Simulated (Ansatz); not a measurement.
# SiH4···H4O4Ti: what the fields show

The calculation's input:

```
crystal:
  periodic: [false, false, false]
  atoms:
    - {symbol: Si, position_ang: [-0.660885, -1.978356, -1.629593]}
    - {symbol: H, position_ang: [-0.769498, -0.503313, -1.754605]}
    - {symbol: H, position_ang: [-0.334430, -1.202737, 1.917129]}
    - {symbol: O, position_ang: [-0.480606, -0.605760, 1.182299]}
    - {symbol: Ti, position_ang: [0.279012, 1.007237, 0.860426]}
    - {symbol: O, position_ang: [1.709355, 0.805425, -0.214083]}
    - {symbol: O, position_ang: [-0.935018, 2.074185, 0.075957]}
    - {symbol: O, position_ang: [0.832256, 1.731579, 2.406975]}
    - {symbol: H, position_ang: [0.633499, -2.355288, -1.013363]}
    - {symbol: H, position_ang: [-0.722723, -2.563827, -2.997832]}
    - {symbol: H, position_ang: [-1.794838, -2.512565, -0.837310]}
    - {symbol: H, position_ang: [2.616092, 1.087396, -0.088635]}
    - {symbol: H, position_ang: [-0.927922, 2.496619, -0.783703]}
    - {symbol: H, position_ang: [0.555508, 2.519303, 2.876238]}
basis:
  gaussian: {orbitals: def2-TZVPP}
hamiltonian: {xc: pbe0, dispersion: d4}
output: {orbitals: {seedname: orbitals}}
```

Run with:

```sh
ansatz run in.yaml --threads 4 --pin off --events-out ev --progress --plain --max-ram 46080MiB --backend cuda --devices 0, --max-vram 37GiB
```

The reactant side of a reaction path; geometry: PBE0-D4/def2-TZVP; a saddle point, not a minimum.

These are results of RKS PBE0-D4/def2-TZVPP in Ansatz 0.2.0, not measurements.

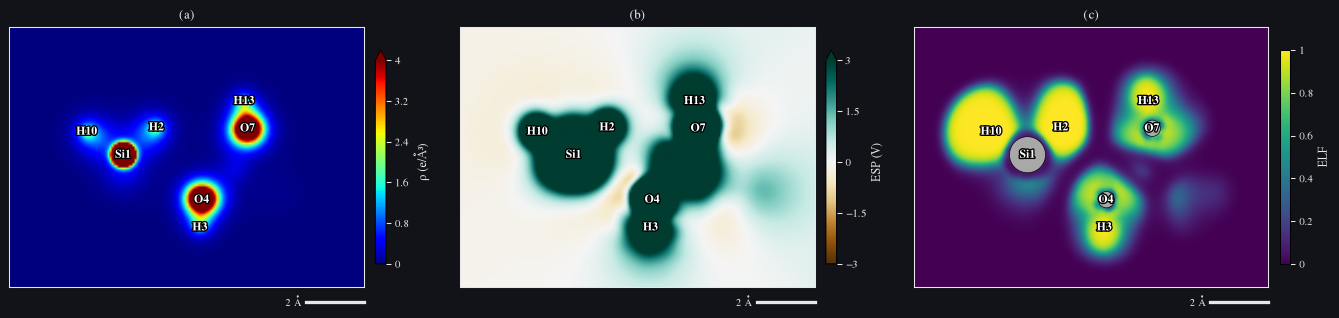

Figure 1. (a) electron density; (b) electrostatic potential; (c) electron localisation function on the plane of atoms H2, Si1 and H10. Grey discs cover the atomic cores in the ELF map.

Q: Describe what can be read from this map.

A: The plane passes through Si, H and O nuclei. Si1···O4 (3.13 Å): the density falls to about 0.06 e/Å³ on the way; the ELF dips to about 0 between them. O–H (0.96 Å): ρ at the midpoint is about 3.8 e/Å³; the ELF climbs to about 1 towards the hydrogen, as it does in any bond to H; an ordinary covalent bond to hydrogen. Si–H (1.48 Å): the density is about 0.8 e/Å³ at the midpoint; the ELF climbs to about 1 towards the hydrogen. Outside the dense part of the complex the potential is most negative (−1.0 V) near O7.

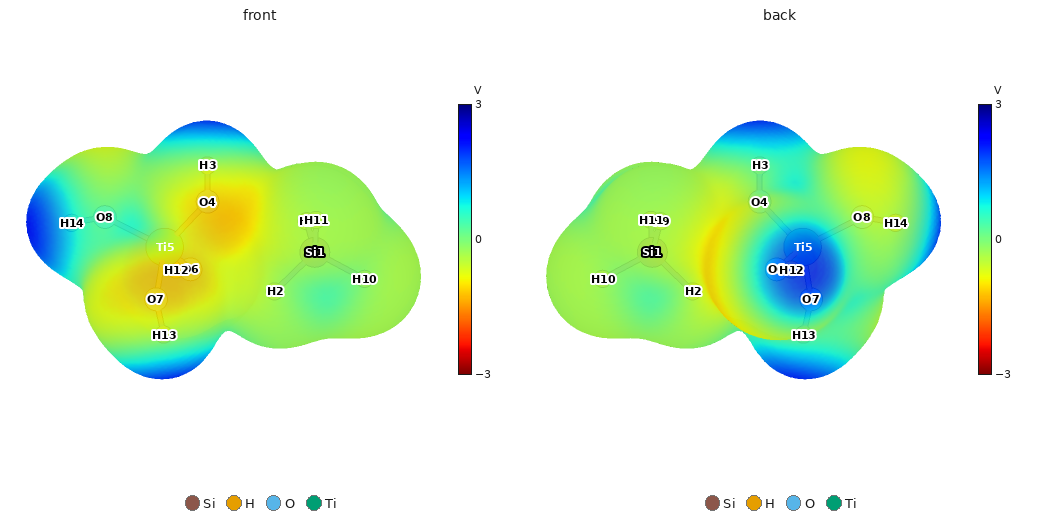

Figure 2. The molecular electrostatic potential painted on the density surface at 0.001 e/bohr³, seen from the front and from behind; red is negative and blue positive.

Q: Which sites attract a positive test charge, and which a negative one?

A: A positive charge is drawn to the negative regions and a negative charge to the positive ones. The most negative region (about −1.2 V) lies over O4, the most positive (about +2.0 V) over H13 and H14. O4 is the likeliest acceptor of a hydrogen bond.

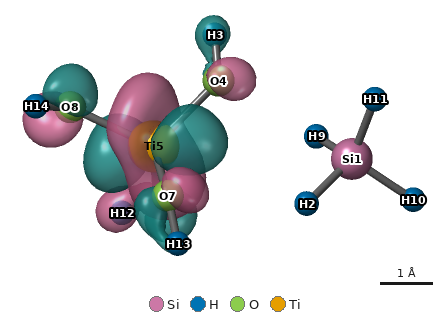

Figure 3. The LUMO at ±0.1 Å⁻³ᐟ² (teal and pink are the two phases), seen at a tilt.

Q: Describe this orbital and give its energy.

A: By Hirshfeld shares it lies mainly on Ti5 (about 75 %) and O8 (about 5 %). Its energy is −1.29 eV.
